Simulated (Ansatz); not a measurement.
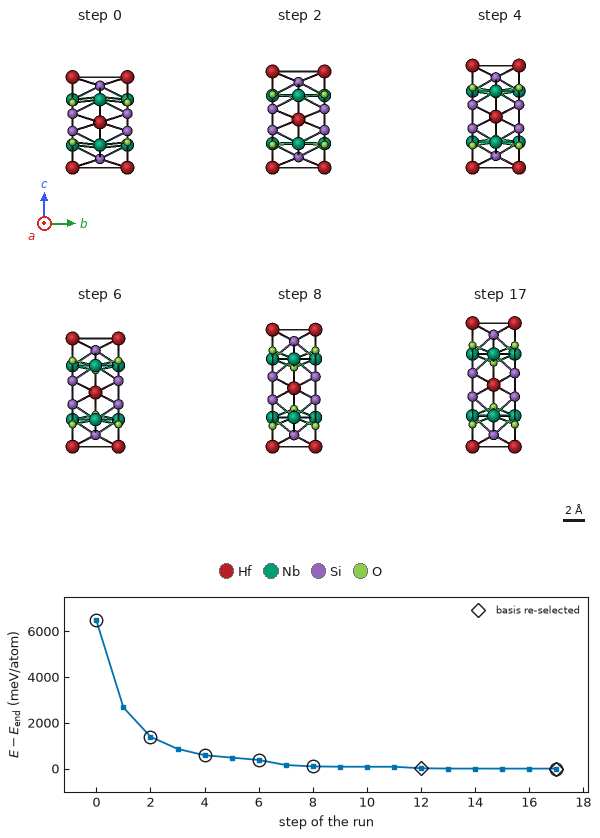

Frames of a relaxation of a crystal of HfNb₂Si₂O₂ (a generated structure, set up in I4/mmm) (coarse preliminary run), marked on the history of the run. Style: ball-and-stick. Shown: the conventional cell (2 times the calculation's cell), along the a axis. Lengths and directions refer to the drawn axes.

Level of theory: DFT PBE, scalar-relativistic, plane waves, PAW (Ansatz).

Input file:
```yaml
crystal:
  lattice:
    - [-2.65992535, 2.65992535, 4.39073175]
    - [2.65992535, -2.65992535, 4.39073175]
    - [2.65992535, 2.65992535, -4.39073175]
  atoms:
    - { symbol: Hf, position: [0.0, 0.0, 0.0] }
    - { symbol: Nb, position: [0.75, 0.25, 0.5] }
    - { symbol: Nb, position: [0.25, 0.75, 0.5] }
    - { symbol: Si, position: [0.59601891, 0.59601891, 0.0] }
    - { symbol: Si, position: [0.40398109, 0.40398109, 0.0] }
    - { symbol: O, position: [0.71876978, 0.71876978, 0.0] }
    - { symbol: O, position: [0.28123022, 0.28123022, 0.0] }
basis:
  ecutwfc: 420
kpoints:
  mp_grid: { grid: [4, 4, 4] }
hamiltonian:
  xc: pbe
scf:
  occupations: { method: gaussian, width: 0.1 }
  lower_state_search: "off"
output:
  forces: true
  stress: true
  eigenvalues: true
relax:
  adjacent_minimum: "off"
  f_tol: 0.04
  max_steps: 70
  cell: { stress_tol: 0.4 }
```

Launched with:
```bash
ansatz run input.yaml --threads 1 --pin off --max-ram 2560MiB --backend cpu --events-out ev --progress --plain --runs-dir out
```

What happens along the run?

After 15 accepted moves (17 points after the start) the energy has fallen by 6475 meV per atom. Largest force component: 97 eV/Å at the start, 0.0021 eV/Å at the end. The pressure goes from 90.92 to 0.07 GPa. The SCF was repeated twice at an unchanged geometry on a basis and grid sized afresh for the cell, which shifted the energy by 64.1 meV per atom at most. The largest moves relative to the cell, 1.22 Å, are those of O6 and O7. O6 goes along +c. Largest moves by element: O 1.22 Å, Si 0.01 Å. Hf and Nb stay in place. The drawn cell changes as follows: a = b 5.320 → 4.097 Å (−23.0 %), c 8.781 → 11.977 Å (+36.4 %); the volume changes by −19.1 %. Among the contacts that change: Si4–O6 1.078 → 2.701 Å, Hf1–Si4 3.548 → 4.853 Å, Nb2–Nb3 3.762 → 2.897 Å, Hf1–Si4 (another image) 3.855 → 3.111 Å. Bonds break, among them: Si4–O6 (1.08 → 2.70 Å), Si5–O7 (1.08 → 2.70 Å). Among the angles between lasting bonds that change: Nb2–O7–Nb2 168.2° → 135.3°, Nb2–Si4–Nb2 126.1° → 95.6°, Hf1–O7–Nb2 84.1° → 112.4°. The space group stays I4/mmm (No. 139). Cost: 4.4 min on 1 thread of Intel(R) Xeon(R) Processor @ 2.50GHz (Skylake/Cascade Lake), on a shared host, peak memory 0.49 GiB. From step 0 to 2: O atoms move most (0.40 Å), volume −4.8 %, energy −5078 meV per atom. From step 2 to 4: O atoms move most (0.21 Å), volume −14.9 %, energy −811 meV per atom. From step 4 to 6: O atoms move most (0.12 Å), volume +3.2 %, energy −205 meV per atom. From step 6 to 8: O atoms move most (0.32 Å), volume −5.4 %, energy −284 meV per atom. From step 8 to 17: Si atoms move most (0.05 Å), volume +2.2 %, energy −97.2 meV per atom.
